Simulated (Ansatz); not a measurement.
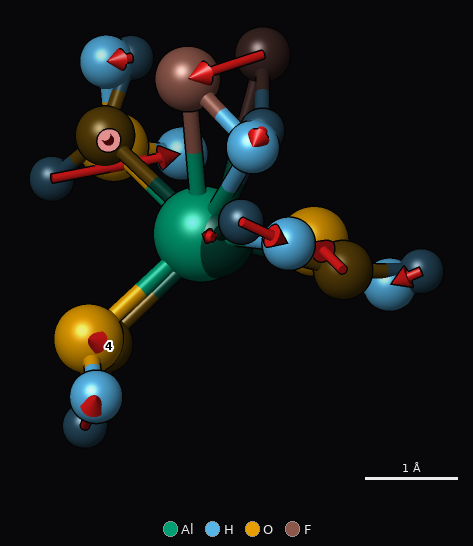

A constrained relaxation of AlH6O3F. The starting structure is drawn faded, the final one solid; red arrows show the displacements, at their true length. The two geometries are superimposed by the best rigid fit.

A ball-and-stick model, seen at a tilt.

The reaction that was planned forms Al1–O6, H5–F8, H2–H7 and breaks Al1–H2, H5–O6, H7–F8 (atoms numbered from 1 in input order).

Theory: RKS PBE0-D4/def2-SVP in Ansatz 0.2.0. Set-up: held fixed: the distance between atoms 1 (Al) and 6 (O), the distance between atoms 5 (H) and 8 (F), the distance between atoms 2 (H) and 7 (H), the distance between atoms 1 (Al) and 2 (H), the distance between atoms 5 (H) and 6 (O), the distance between atoms 7 (H) and 8 (F), counting from 1; force threshold 0.04 eV/Å; at most 150 steps.

Q: Which element moves most?

A: Hydrogen: up to 1.51 Å, against 0.99 Å for fluorine.

Q: Describe the change and its energy.

A: An H atom moves most after the best rigid fit: 1.51 Å. Largest moves by element: H 1.51 Å, F 0.99 Å, O 0.71 Å, Al 0.17 Å. Near-neighbour distances that change, for instance: Al–F 2.089 → 1.912 Å, Al–H 1.708 → 1.828 Å, Al–O 1.656 → 1.748 Å, Al–O 1.676 → 1.716 Å. Bond angles that change, for instance: Al–O–H 167.8° → 124.5°, O–Al–F 148.5° → 116.6°, O–Al–O 111.8° → 81.4°. After 20 accepted moves (23 points after the start) the energy has fallen by 61.6 kJ/mol. Largest force component: 1.1 eV/Å at the start, 0.03 eV/Å at the end. The line search rejected the trial steps at points 4, 11, 21 of the run. Cost: 20 s on 8 threads of Arm Neoverse V2, with other jobs on the host.
